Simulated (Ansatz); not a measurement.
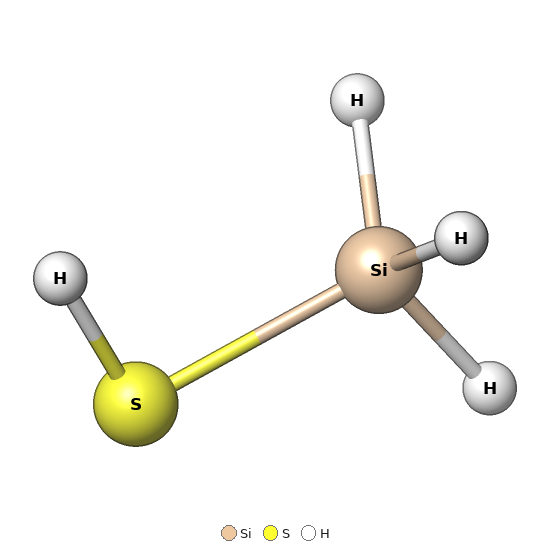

Ball-and-stick drawing of a structure. Every bond is drawn as one stick, whatever its order.

Question: Which formula does it have?

Answer: H4SSi, 6 atoms: 4 hydrogen, 1 sulfur and 1 silicon.

Question: How many sets of symmetry-equivalent atoms are there?

Answer: 5: 1 Si, 1 S, 2 H, 1 H, 1 H.

Question: How many bonds of each kind are drawn?

Answer: 3 Si–H, 1 S–Si, 1 S–H. Sticks follow a distance rule.

More results for the same structure follow; atom numbers are the same in all pictures, views and colours differ. The computed structure is the end point of a PBE0-D4/def2-TZVP optimisation.

## Geometry

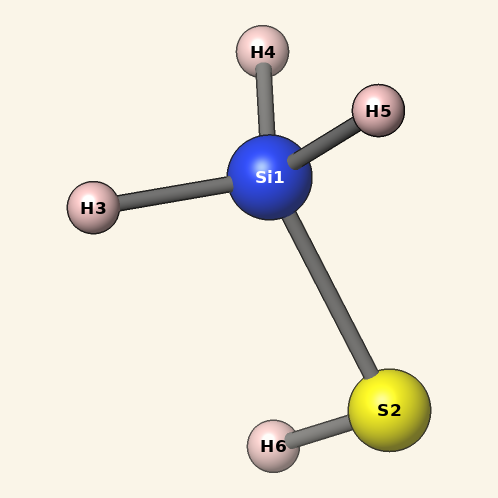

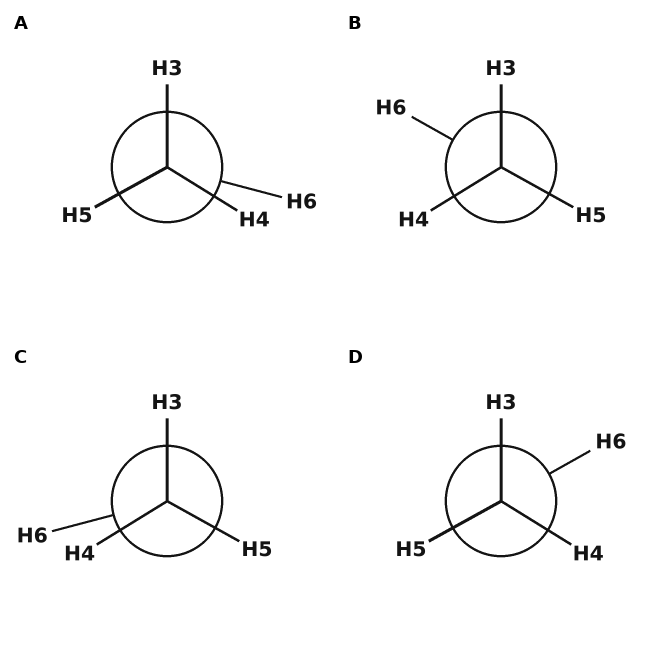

Distant atoms are faded towards the background colour. Bonds that would overlap in a projection are set slightly apart.

Question: Which Newman projection shows the view along Si1–S2, with Si1 in front?

Answer: D. The torsion angle H3–Si1–S2–H6 is 61°, synclinal (gauche).

## Vibrations

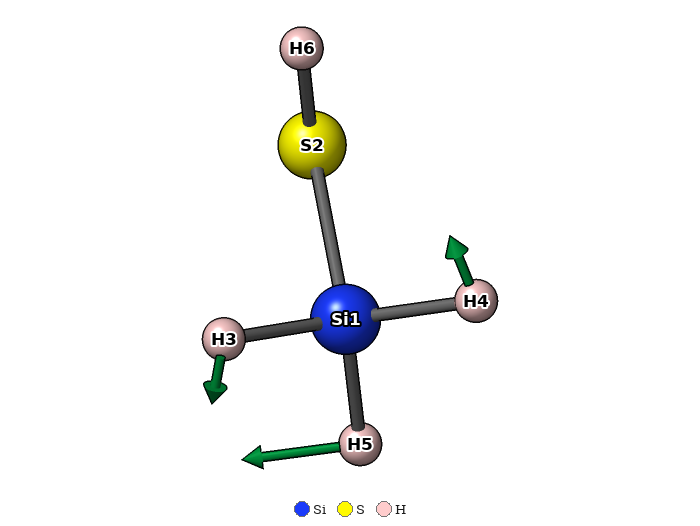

The arrows show one normal mode. Harmonic vibrations computed with RKS PBE0-D4/def2-TZVP (Ansatz 0.2.0) at a stationary point of the same level.

Question: What kind of motion is it?

Answer: Mostly H–Si–H bending.

Question: At what wavenumber does it lie?

Answer: 931 cm⁻¹; it is mode 7 of 12 counted from the lowest.

## Thermal motion

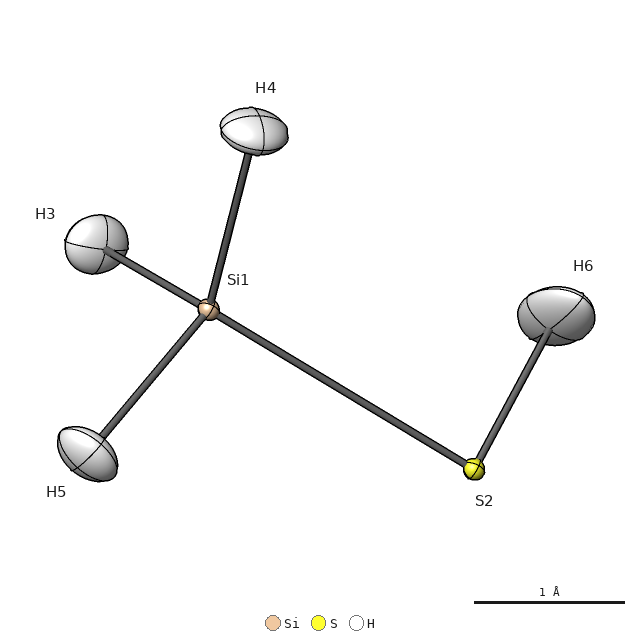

Displacement ellipsoids at the 50 % level, from the internal vibrations of the free molecule (harmonic, no overall translation or rotation; no half-axis is drawn under 0.075 Å). Vibrations computed with RKS PBE0-D4/def2-TZVP (Ansatz 0.2.0). Temperature: 0 K (zero-point motion alone).

Question: Which atom moves most?

Answer: H6, with U_eq = 0.0316 Å².

Question: Does H6 move more along its bond or across it?

Answer: Across it: the root-mean-square amplitude is 0.077 Å along the bond and up to 0.256 Å across, since bending and torsion are softer than stretching.

Give the displacement parameters, one line for each set of equivalent atoms.

```tsv
atom	U_eq (Å²)	rms amplitudes (Å)
Si1	0.00027	0.010, 0.010, 0.025
S2	0.00020	0.005, 0.009, 0.022
H3, H4	0.0160	0.086, 0.132, 0.153
H5	0.0161	0.085, 0.134, 0.152
H6	0.0316	0.077, 0.152, 0.256
```

## Charges

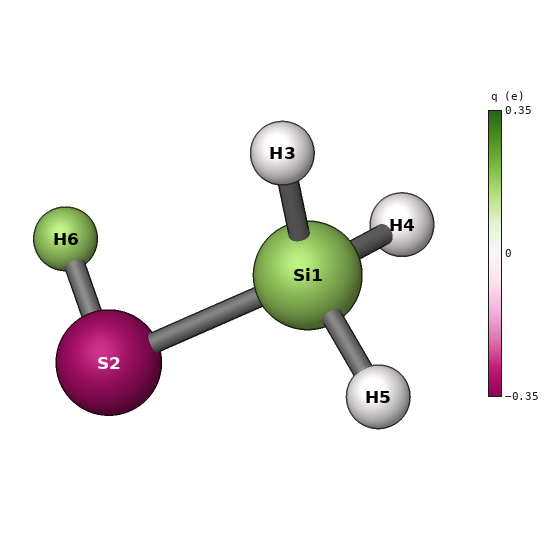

Atoms are coloured by their Mulliken charges. Properties computed with RKS PBE0-D4/def2-TZVP (Ansatz 0.2.0).

List the Mulliken charges.

```
atom  value (e)
 Si1       0.18
  S2      −0.32
  H3      −0.01
  H4      −0.01
  H5      −0.01
  H6       0.17
```

Mulliken values depend strongly on the basis set and can even reverse the polarity of a bond.
